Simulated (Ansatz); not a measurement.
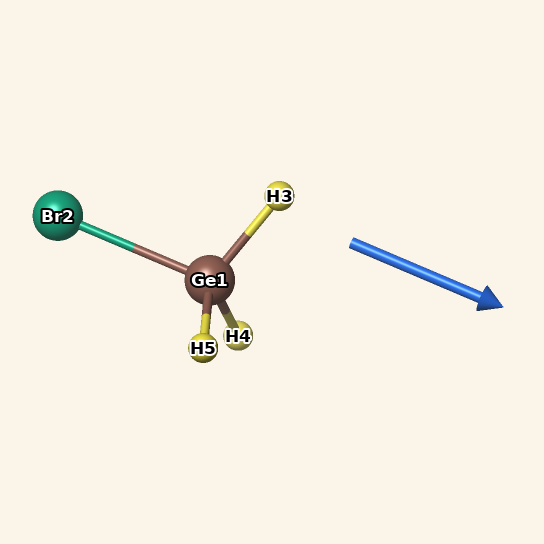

The arrow beside the molecule shows the direction of the dipole moment, from the negative to the positive end (its length means nothing). The geometry was computed by an optimisation with PBE-D4/def2-SVP. No frequency run is at hand to confirm it as a minimum. Properties computed with RKS PBE-D4/def2-SVP (Ansatz 0.2.0).

### Estimate the dipole moment.

1.75 D; it points from the side of Br2 to the side of H3, H4, H5 (the outermost atoms at the two ends).
